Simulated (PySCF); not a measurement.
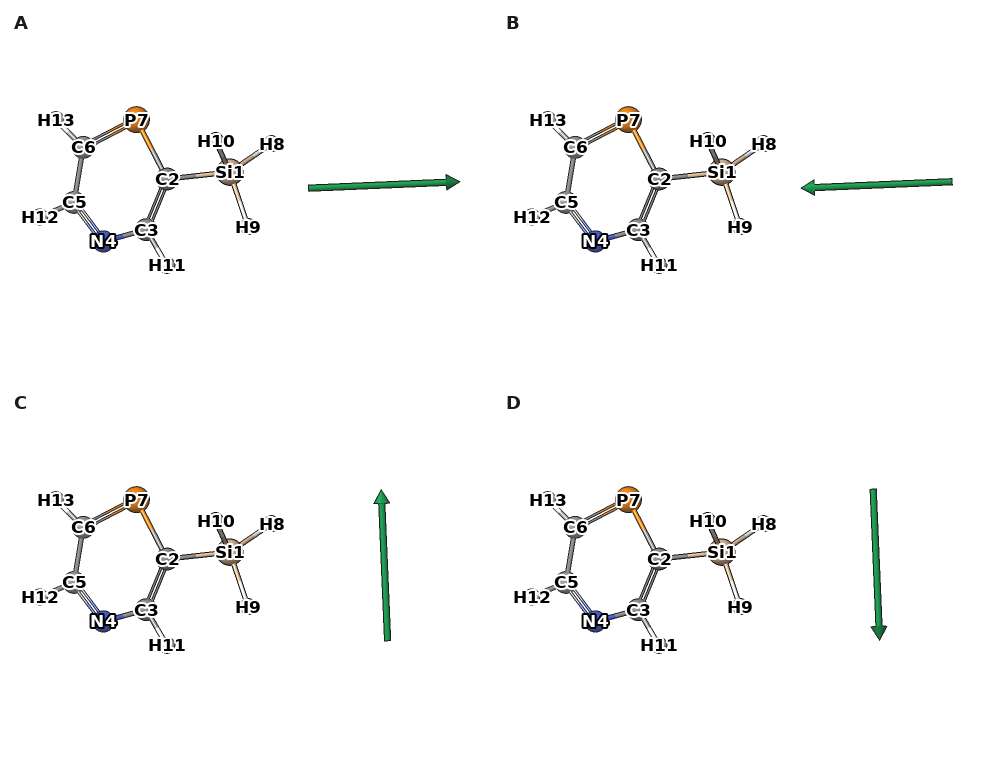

The same molecule four times, each with an arrow. The geometry was computed by an optimisation with GFN2-xTB. No frequency run is at hand to confirm it as a minimum. Level of theory: PBE0/pcSseg-1, gas phase (PySCF 2.14.0).

> Which arrow points along the dipole moment, from the negative to the positive end?

C. The dipole moment is 0.76 D; it points from the side of H11 to the side of H13 (the outermost atoms at the two ends).

The geometry is semi-empirical. Around P, Si such bond lengths and angles can be off by a tenth of an ångström or more and by several degrees, and values that hang on the shape move with them.
